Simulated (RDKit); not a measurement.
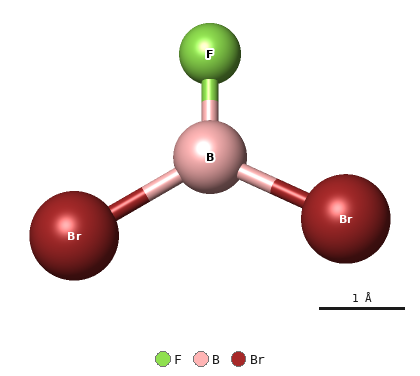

*The structure as given in the input (ball-and-stick view, seen at a tilt).*

Bond lengths as drawn: B–Br 1.87 Å and B–F 1.31 Å.

## Geometry relaxation of BBr2F

The run: geometry relaxation of BBr2F, SMILES FB(Br)Br. Method and program: UFF (RDKit 2026.09.1).

The geometry comes from this level: GFN2-xTB.

Output:
```
perceived SMILES: FB(Br)Br
start   E = 12.53757 kcal/mol
   50   E = 0.00000 kcal/mol
converged
F      1.44367     0.51147     0.40033
B      0.12544     0.04620     0.03746
Br    -0.53719    -1.71228     0.72046
Br    -1.03192     1.15461    -1.15825
energy gained 12.5376 kcal/mol
```

The run was set up as follows.

Input (ff.py):
```python
import json
import numpy as np
from rdkit import Chem
from rdkit.Chem import AllChem
from rdkit.Chem import rdDetermineBonds

m = Chem.MolFromXYZFile("mol.xyz")
rdDetermineBonds.DetermineBonds(m, charge=0)
print("perceived SMILES:", Chem.MolToSmiles(Chem.RemoveHs(m)))
symbols = [a.GetSymbol() for a in m.GetAtoms()]
start = m.GetConformer().GetPositions().copy()

ff = AllChem.UFFGetMoleculeForceField(m)
e0 = ff.CalcEnergy()
print(f"start   E = {e0:.5f} kcal/mol")
path, flag, n = [], 1, 0
while flag and n < 2000:
    flag = ff.Minimize(maxIts=50, forceTol=0.0001)
    n += 50
    path.append((n, ff.CalcEnergy(), m.GetConformer().GetPositions().tolist()))
    print(f"{n:5d}   E = {path[-1][1]:.5f} kcal/mol")
print("converged" if flag == 0 else "iteration limit reached")
final = m.GetConformer().GetPositions()
for a, p in zip(symbols, final):
    print(f"{a:<2} {p[0]:11.5f} {p[1]:11.5f} {p[2]:11.5f}")
print(f"energy gained {e0 - path[-1][1]:.4f} kcal/mol")
json.dump(dict(symbols=symbols, start=start.tolist(), start_energy=e0, energy=path[-1][1], final=final.tolist(), path=path, success=flag == 0), open("results.json", "w"))
```

File mol.xyz:
```
4

F      1.305760     0.463010     0.362480
B      0.108040     0.041500     0.035020
Br    -0.472990    -1.608000     0.689610
Br    -0.940810     1.103490    -1.087110
```

Launch command:
```bash
python ff.py
```

Summary:

| quantity | value |
| --- | --- |
| outcome | converged |
| total energy | 0.000000 hartree |
| hardware | 1 thread of Arm Neoverse V1, 24 GiB of memory available, shared host |
| peak memory | 0.073 GiB |
